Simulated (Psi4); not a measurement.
# SiH2 (SMILES [SiH2]) at wB97X/aug-cc-pVTZ

Aim: the vertical ionisation energy of SiH2 at wB97X/aug-cc-pVTZ, from 2 runs. 

The calculation is run with Psi4 1.11.

2 further runs of the same task are left out: 2 set aside as unsound or not needed.

## 1. Starting point

SiH2: 3 atoms, total charge 0, spin state singlet. SMILES: `[SiH2]`. The shape is that of a PBE0-D4/def2-TZVP optimisation.

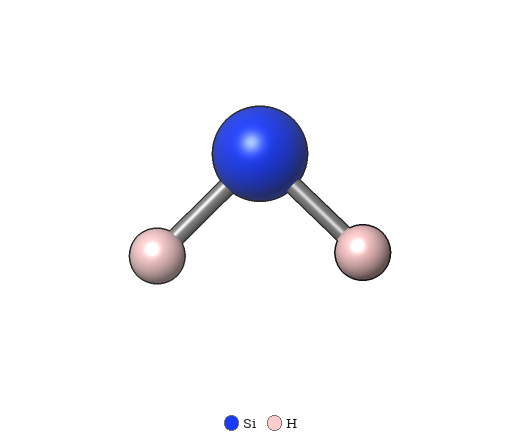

Viewed from a chosen angle; silicon blue, hydrogen pink.

## 2. The energy at wB97X/aug-cc-pVTZ

The input, calc.in:

```
memory 2200 MB

molecule system {
  0 1
  Si    -0.92823347     0.88552566    -0.40364550
  H      1.58793686     1.09339554     0.98738190
  H     -0.65970339    -1.97892120    -0.58373640
  units au
  symmetry c1
}

set basis aug-cc-pVTZ
set puream true
set e_convergence 1e-09
set d_convergence 1e-08
set scf_type pk
set dft_radial_points 99
set dft_spherical_points 590

E, wfn = energy("wb97x", return_wfn=True)
oeprop(wfn, "MAYER_INDICES", "QUADRUPOLE", "DIPOLE", title="WB97X")
```

Started as:

```console
psi4 calc.in calc.out -n 1
```

calc.out:

```text
[...]
  Running in c1 symmetry.
[...]
  Nuclear repulsion =    9.956246047361175
[...]
  Multiplicity = 1
[...]
  Nalpha       = 8
  Nbeta        = 8
[...]
    Number of basis functions: 96
[...]
   @RKS iter   1:  -290.59820019985705   -5.34041e-01   1.94131e-03 ADIIS/DIIS
[...]
   @RKS iter   9:  -290.60941513920875   -2.16005e-12   1.72756e-09 DIIS
[...]
    Orbital Energies [Eh]
    ---------------------
    Doubly Occupied:
       1A    -66.161429     2A     -5.402572     3A     -3.765597
       4A     -3.755613     5A     -3.752285     6A     -0.627283
       7A     -0.429127     8A     -0.336703
[...]
  @RKS Final Energy:  -290.60941513920875
   => Energetics <=
    Nuclear Repulsion Energy =              9.9562460473611747
    One-Electron Energy =                -421.7357767486287230
    Two-Electron Energy =                 137.2942056261562129
    DFT Exchange-Correlation Energy =     -16.1240900640973877
    Empirical Dispersion Energy =           0.0000000000000000
    VV10 Nonlocal Energy =                  0.0000000000000000
    Total Energy =                       -290.6094151392087497
[...]
 Multipole Moments:
 ------------------------------------------------------------------------------------
     Multipole            Electronic (a.u.)      Nuclear  (a.u.)        Total (a.u.)
 ------------------------------------------------------------------------------------
 L = 1.  Multiply by 2.5417464519 to convert [e a0] to [Debye]
 Dipole X            :         -1.3309936            1.3986185            0.0676249
 Dipole Y            :          1.1747656           -1.2344223           -0.0596566
 Dipole Z            :          0.0000000            0.0000000            0.0000000
 Magnitude           :                                                    0.0901778
 L = 2.  Multiply by 1.3450342976 to convert [e a0^2] to [Debye ang]
 Quadrupole XX       :        -20.6879972            7.8384854          -12.8495118
 Quadrupole XY       :          0.1916380            0.5657881            0.7574262
[...]
```

Wall time 9.3 s (1 thread of Intel Xeon 6975P-C (Granite Rapids), shared host); peak memory 1.1 GiB.

## 3. The doublet cation at the same level

The input, input.in:

```
memory 2200 mb

molecule {
  1 2
  Si
  H 1 r2
  H 1 r3 2 a3

  r2 = 1.525397
  r3 = 1.525426
  a3 = 91.17418
  symmetry c1
}

set reference uks
set puream true
set e_convergence 1e-09
set d_convergence 1e-08
set scf_type pk
set dft_radial_points 99
set dft_spherical_points 590
set maxiter 100

result, w = energy('wb97x/aug-cc-pVTZ', return_wfn=True)
oeprop(w, 'LOWDIN_CHARGES', 'DIPOLE', 'QUADRUPOLE', title='WB97X')
```

Started as:

```console
psi4 -n 1 input.in input.out
```

input.out:

```text
[...]
  Running in c1 symmetry.
[...]
  Nuclear repulsion =    9.956245088352896
[...]
  Multiplicity = 2
[...]
  Nalpha       = 8
  Nbeta        = 7
[...]
    Number of basis functions: 96
[...]
   @UKS iter   1:  -290.23340715330846   -1.69248e-01   1.83203e-03 DIIS/ADIIS
[...]
   @UKS iter  11:  -290.26249280758719   -1.93268e-12   1.77836e-09 DIIS
[...]
   @S^2 Observed:                7.530257366E-01
[...]
    Orbital Energies [Eh]
    ---------------------
    Alpha Occupied:
       1A    -66.510117     2A     -5.746562     3A     -4.109113
       4A     -4.101738     5A     -4.096674     6A     -0.931209
       7A     -0.715173     8A     -0.666703
    Alpha Virtual:
       9A     -0.304236    10A     -0.157191    11A     -0.114433
      12A     -0.076547    13A     -0.070531    14A     -0.064967
      15A     -0.064788    16A     -0.054199    17A     -0.046389
      18A     -0.040014    19A     -0.025942    20A     -0.012901
      21A      0.067004    22A      0.081117    23A      0.086806
      24A      0.088332    25A      0.091311    26A      0.114017
[...]
  @UKS Final Energy:  -290.26249280758719
   => Energetics <=
    Nuclear Repulsion Energy =              9.9562450883528957
    One-Electron Energy =                -416.5535126177038592
    Two-Electron Energy =                 132.3400992872952600
    DFT Exchange-Correlation Energy =     -16.0053245655314633
    Empirical Dispersion Energy =           0.0000000000000000
    VV10 Nonlocal Energy =                  0.0000000000000000
    Total Energy =                       -290.2624928075871935
[...]
 Multipole Moments:
 ------------------------------------------------------------------------------------
     Multipole            Electronic (a.u.)      Nuclear  (a.u.)        Total (a.u.)
 ------------------------------------------------------------------------------------
 L = 1.  Multiply by 2.5417464519 to convert [e a0] to [Debye]
 Dipole X            :          1.3758510           -1.3325372            0.0433139
 Dipole Y            :          1.3479117           -1.3054798            0.0424320
 Dipole Z            :         -0.0000000            0.0000000           -0.0000000
 Magnitude           :                                                    0.0606347
 L = 2.  Multiply by 1.3450342976 to convert [e a0^2] to [Debye ang]
 Quadrupole XX       :        -15.6090954            7.8979555           -7.7111400
 Quadrupole XY       :          0.9073629           -0.5701092            0.3372537
[...]
```

Run time: 12 s. Hardware: 1 thread of Intel Xeon 6975P-C (Granite Rapids), shared host; peak memory 1.1 GiB.

## 4. Results

Level: wB97X/aug-cc-pVTZ.

| quantity | value |
| --- | --- |
| singlet SiH2: total energy | -290.60942 Eh |
| singlet SiH2: dipole moment | 0.23 D |
| singlet SiH2: HOMO energy | -9.16 eV |
| singlet SiH2: LUMO energy | -0.99 eV |
| singlet SiH2: HOMO–LUMO gap | 8.17 eV |
| doublet cation: total energy | -290.26249 Eh |
| doublet cation: HOMO energy (highest over α and β) | -18.14 eV |
| doublet cation: LUMO energy (lowest over α and β) | -10.13 eV |
| doublet cation: ⟨S²⟩ | 0.753 |
| vertical ionisation energy (to the doublet cation) | 9.440 eV |

In words: The vertical ionisation energy comes to 9.44 eV (218 kcal/mol). −ε(HOMO) before ionisation, 9.16 eV, is 0.28 eV below this ionisation energy.
